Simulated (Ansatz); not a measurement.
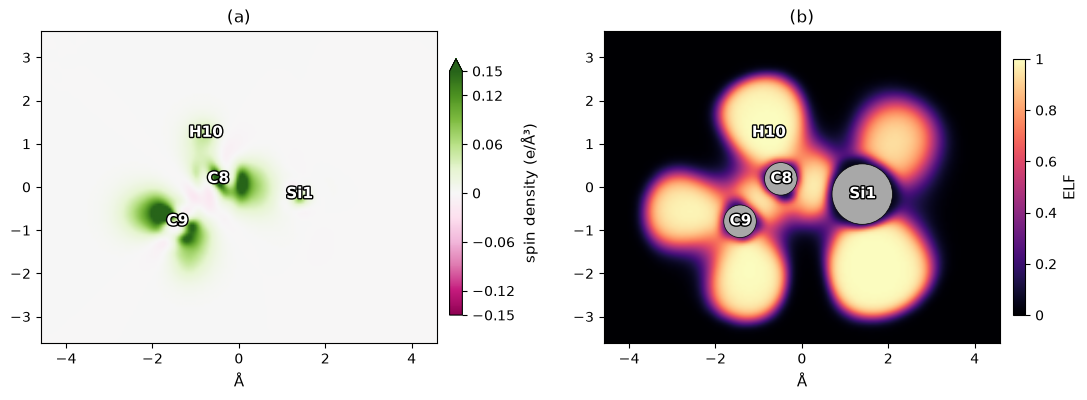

Figure. C$_{3}$H$_{8}$Si (SiH2Me(vinyl)) (charge +1, doublet). (a) spin density (α minus β); (b) electron localisation function on the plane of atoms Si1, C8 and H10. Grey discs cover the atomic cores in the ELF map.

Geometry: r2SCAN-D4/def2-SVP.

Method: Ansatz, UKS PBE0-D4/def2-TZVP.

```xyz
12

Si    0.9751    0.3164    0.3353
H     0.9407    0.2465    1.8150
H     2.3268    0.2524   -0.2663
C    -0.0773    1.7497   -0.3550
H     0.4770    2.6204    0.0516
H    -1.1054    1.7561    0.0310
H    -0.0652    1.7733   -1.4533
C    -0.0600   -1.1248   -0.3910
C    -0.9467   -1.8535    0.3446
H     0.1311   -1.3656   -1.4514
H    -1.4583   -1.4579    1.2350
H    -1.1378   -2.9130    0.1044
```

Interpret the plot.

Answer. The section cuts through Si, C and H sites.
C–C (1.36 Å): the ELF peaks at about 0.95 between the atoms, as expected for localised, covalent bonding.
C–Si (1.92 Å): the ELF peaks at about 0.95 between the atoms: a covalent bond.
C–H (1.10 Å): the ELF climbs to about 1 towards the hydrogen, as it does in any bond to H (a covalent bond by its length).
The unpaired spin (1 electron) lies mostly on C9 (about 0.3), C8 (about 0.3) and C4 (about 0.1), in electrons by Hirshfeld's partition.
